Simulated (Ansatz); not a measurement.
BCl2F···AlH3O

Input file:

```
crystal:
  periodic: [false, false, false]
  atoms:
    - { symbol: B, position_ang: [0.0, 0.0, 0.0] }
    - { symbol: Cl, position_ang: [0.0, 0.0, 2.21] }
    - { symbol: F, position_ang: [1.1431, 0.0, -0.66] }
    - { symbol: Cl, position_ang: [-1.6108, 0.0, -0.93] }
    - { symbol: O, position_ang: [-0.219, -1.6079, 0.5392] }
    - { symbol: Al, position_ang: [-0.9015, -2.9289, -0.4394] }
    - { symbol: H, position_ang: [-0.2335, -4.3385, -0.4212] }
    - { symbol: H, position_ang: [-2.1676, -2.677, -1.3152] }
    - { symbol: H, position_ang: [-0.1624, -1.1927, 1.6085] }
basis:
  gaussian: { orbitals: def2-SVP }
hamiltonian:
  xc: b3lyp
  dispersion: d4
relax:
  f_tol: 0.15
  max_steps: 25
  restrain:
    - { distance: [0, 4], at: 2.61, k: 30.0 }
    - { distance: [8, 1], at: 2.57, k: 30.0 }
    - { distance: [0, 1], at: 1.86, k: 30.0 }
    - { distance: [8, 4], at: 1.01, k: 30.0 }
output:
  orbitals: {}
```

Launched as:

```sh
ansatz run input.yaml --threads 4 --pin off --max-ram 5120MiB --backend cpu --events-out ev --progress --plain --runs-dir out
```

The fields are those of the run's last geometry, not of the input's.

Not at a stationary point (largest force 1.1 eV/Å).

Computed with RKS B3LYP-D4/def2-SVP (Ansatz).

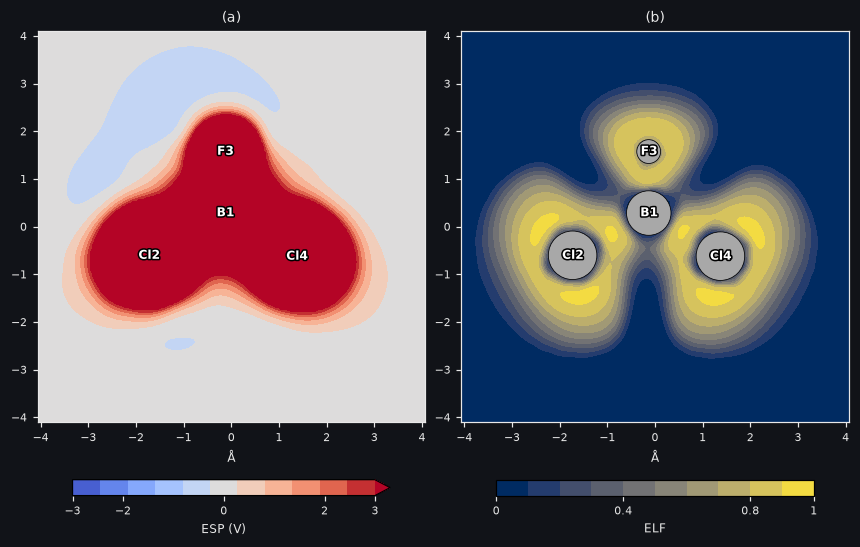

Figure 1. (a) electrostatic potential; (b) electron localisation function on the plane of atoms Cl2, B1 and Cl4. Grey discs cover the atomic cores in the ELF map.

> What do the fields say about this system?

- The plane passes through B, Cl and F nuclei.
- B–F (1.31 Å): the ELF peaks at about 0.85 between the atoms: a polar covalent bond.
- B–Cl (1.75 Å): the ELF peaks at about 0.90 between the atoms; a polar covalent bond.
- B–Cl (1.83 Å): the ELF peaks at about 0.90 between the atoms (a shared but strongly polarised pair).
- The ELF also peaks beside Cl4, Cl2 and F3, away from the bonds: lone-pair regions.
- Outside the dense part of the complex the potential is most negative (−0.5 V) near F3.

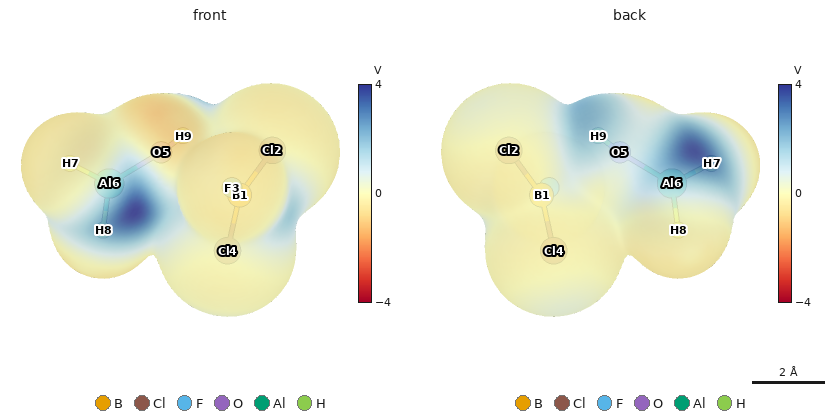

Figure 2. The electrostatic potential painted on the density surface at 0.002 e/bohr³, seen from the front and from behind; red is negative and blue positive.

> Where is the surface potential most negative and most positive?

The most negative region (about −1.0 V, or −23 kcal/mol for a unit charge) lies over O5, the most positive (about +3.7 V, or +85 kcal/mol for a unit charge) over Al6. Cl4 shows a σ-hole: about +0.4 V, or +9 kcal/mol for a unit charge at the tip opposite its bond, against about 0.0 V on its flanks. O5 is the likeliest acceptor of a hydrogen bond.

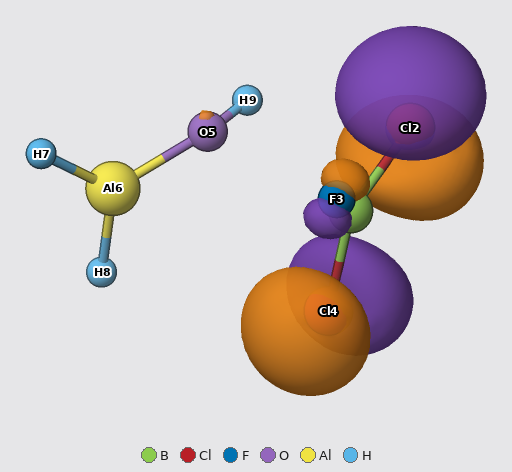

Figure 3. The HOMO−1 at ±0.1 Å⁻³ᐟ² (orange and purple are the two phases), seen across its widest extent.

> Where does this orbital lie, and at what energy?

Its weight (Hirshfeld) is mainly on Cl2 (about 60 %) and Cl4 (about 35 %). Its energy is −8.75 eV.

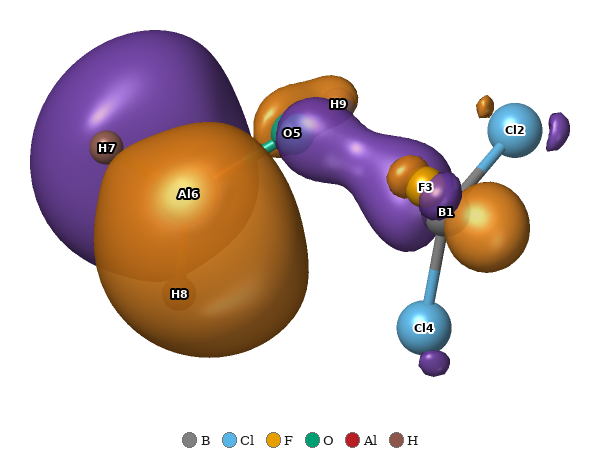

Figure 4. The LUMO at ±0.08 Å⁻³ᐟ² (orange and purple are the two phases), seen across its widest extent.

> Describe this orbital and give its energy.

By Hirshfeld shares it lies mainly on Al6 (about 75 %). Its energy is −1.42 eV.
